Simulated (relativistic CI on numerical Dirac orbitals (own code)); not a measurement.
## Run report: In³⁺, relativistic CI calculation

In³⁺. Computed at this level: non-relativistic limit (c times 1000) of the Dirac-Coulomb CI, KLI orbitals optimised for each configuration, valence Slater integrals scaled by 0.85, P86 correlation energy added to each configuration (relativistic CI on numerical Dirac orbitals, in-house).

**Summary**

- outcome: converged
- lowest level: 4d¹⁰ ¹S₀
- first excited level: 4d⁹ 5s ³D₃, 156,218 cm⁻¹
- levels computed: 836
- SCF iterations: 165
- hardware: 1 CPU thread, shared host
- wall time: 1.1 s

**Remarks**

Relativity is left out, which matters for an atom this heavy. Limits: near-neutral ion: configurations can be misplaced by up to about 10000 cm⁻¹, over 20000 where the f count changes; only a limited list of configurations is included, so lower levels can be missing.

**Input file**
```
atom In  Z=49  charge=3  electrons=46
nucleus A=115  rms_radius_fm=4.6156
hamiltonian dirac-coulomb  breit=off  qed=off  c_scale=1000
orbitals kli  potential=per-configuration
slater_scale 0.85
correlation p86
mixing on
configurations
  [Kr] 4d10
  [Kr] 4d9 5s
  [Kr] 4d9 4f
  [Kr] 4d9 5p
  [Kr] 4d9 5d
  [Kr] 4d9 6s
  [Kr] 4d8 5s2
  [Kr] 4d9 6p
  [Kr] 4d8 4f2
  [Kr] 4d9 6d
  [Kr] 4d8 5s 5p
  [Kr] 4d9 5f
  [Kr] 4d9 5g
  [Kr] 4d9 6f
  [Kr] 4d9 6g
  [Kr] 4d8 5p2
end
```

Launched within a batch (the task file carries these settings):
```bash
python <driver script> task.json out
```

The program writes its results to a structured record and prints no log; tables and figures of this report are taken from that record.

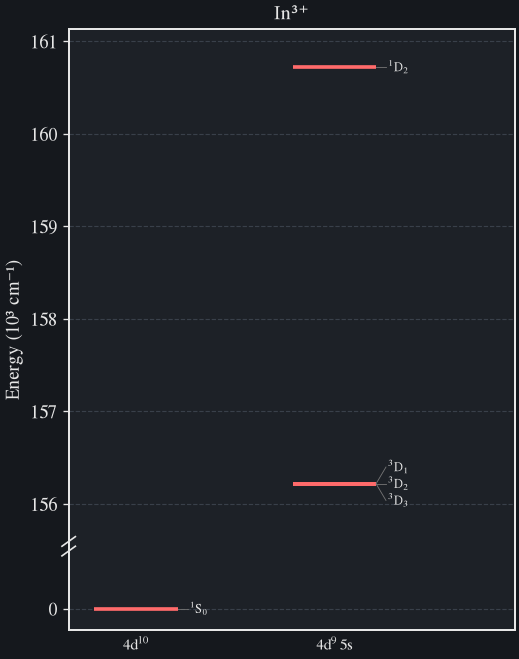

*Level diagram of In IV (In³⁺).*

The lowest level is 4d¹⁰ ¹S₀. The first excited level, 4d⁹ 5s ³D₃, lies at 156,000 cm⁻¹. All levels drawn have even parity, so no electric dipole line joins them. The levels are close to LS coupling (mean leading weight 100 % in LS and 84 % in jj).

```csv
Configuration,Level,E (cm⁻¹)
4d¹⁰,¹S₀,0
4d⁹ 5s,³D₃,"156,200"
4d⁹ 5s,³D₂,"156,200"
4d⁹ 5s,³D₁,"156,200"
4d⁹ 5s,¹D₂,"160,700"
```
